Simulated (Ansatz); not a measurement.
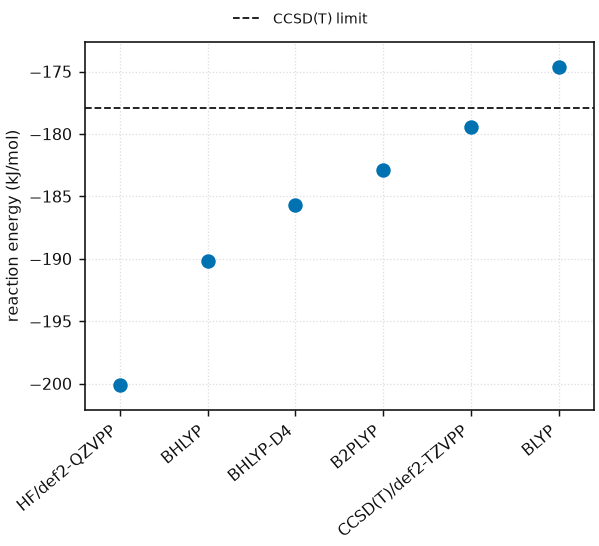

Electronic reaction energy of BSiHCl₃F (FB[Si](Cl)(Cl)Cl) + SiH₄O (O[SiH3]) → BSiH₄OF (FBO[SiH3]) + SiHCl₃ (Cl[SiH](Cl)Cl) (SMILES in brackets) at several levels (functionals in def2-TZVPP unless a basis is named), isolated molecules at PBE0-D4 triple-zeta geometries, minima by their frequencies, no zero-point or thermal terms, the Ansatz code. The line is frozen-core CCSD(T) at the basis limit (MP2 extrapolated from triple and quadruple zeta, plus CCSD(T) less MP2 in a smaller set). B2PLYP holds a correlation term that converges slowly with the basis, so part of the distance to the limit is basis error. No dispersion term is added to BHLYP, B2PLYP and BLYP. The distance of CCSD(T)/def2-TZVPP to the limit includes basis error.

### What do zero-point energy and temperature add?

Zero-point change 0.5 kJ/mol; at 298.15 K and 1 bar the CCSD(T) limit plus thermal terms gives an enthalpy of reaction of −180.1 and a free energy of −174.4 kJ/mol (harmonic PBE0-D4 modes, ideal gas).

### What range do the values span, the line included?

From −200.1 kJ/mol (HF/def2-QZVPP) to −174.7 kJ/mol (BLYP).

Note: one conformer of each flexible molecule.
